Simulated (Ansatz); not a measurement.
## Pressure series in hypothetical rock salt GaAs

The parent structure is GaAs in the rock salt structure (space group Fm-3m, No. 225; a = 5.304 Å; a hypothetical phase, not in the database extracts checked).

Cell and atoms are relaxed at each pressure.

All numbers come from PBEsol (Ansatz, an electronic-structure program; PAW; 420 eV plane waves; without spin-orbit coupling), earlier PAW set.

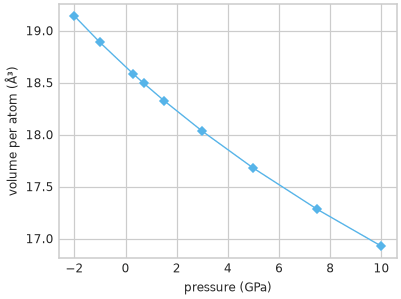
Figure. Volume against pressure

Task: Estimate the zero-pressure bulk modulus from the plot.

Result: About 82 GPa; a third-order Birch–Murnaghan fit to the points gives V₀ = 18.65 Å³/atom, B₀ = 82 GPa and B₀′ = 4.7.

Load acts through the strain it causes; cell and atoms are relaxed under it. Stability against distortions was not tested. Competing high-pressure phases were not computed. All final runs are without spin polarisation.
